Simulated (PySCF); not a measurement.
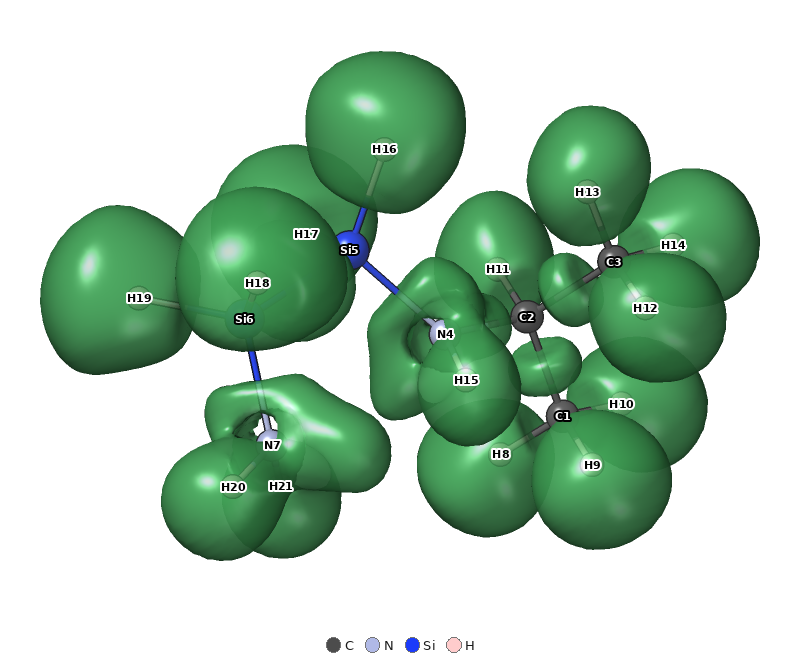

Figure 1: C3H14N2Si2 (SMILES CC(C)N[SiH2][SiH2]N). Isosurface of the electron localisation function at 0.75 (green), seen at a tilt. Core shells and regions of very low density are left out.

Geometry: GFN2-xTB.

The calculation used PySCF, PBE0/pcSseg-1, SCF density, gas phase, non-relativistic.

Input file:

```
{"job": {"kind": "nmr", "xc": "PBE0", "basis": "pcSseg-1"}, "charge": 0, "multiplicity": 1}
C     -2.148451     1.254438    -0.786334
C     -1.617605    -0.026844    -0.143967
C     -2.234618    -0.233990     1.240664
N     -0.174943     0.013962    -0.087359
Si     0.831996    -1.374355    -0.176476
Si     3.005243    -0.677506     0.011350
N      3.063032     1.033988    -0.229812
H     -1.707932     1.387299    -1.771152
H     -1.892353     2.115938    -0.172132
H     -3.229603     1.210531    -0.888479
H     -1.880193    -0.880922    -0.776607
H     -1.996938     0.609274     1.886950
H     -1.835448    -1.139624     1.690625
H     -3.315731    -0.323686     1.169067
H      0.149046     0.802708     0.453563
H      0.513571    -2.414624     0.828671
H      0.464054    -1.998589    -1.458959
H      3.626134    -0.834428     1.332114
H      3.876257    -1.432336    -0.912152
H      3.952332     1.503352    -0.157438
H      2.543230     1.422359    -1.000785
```

Launched as:

```sh
OMP_NUM_THREADS=1 python probes_run.py task.json out
```

### What do the ELF domains correspond to?

The ELF exceeds this value in two regions between bonded C–C atoms (shared pairs), one region between bonded Si–Si atoms (shared pairs), eleven regions around hydrogen nuclei and two joined regions spread over several atoms (H, N), in which their bonds and any lone pairs are merged. Along the contacts the grid gives the following. C–N (1.44 Å): the ELF peaks at about 0.90 between the atoms: a shared electron pair. C–C (1.53 Å): the ELF peaks at about 0.95 between the atoms, as expected for localised, covalent bonding.
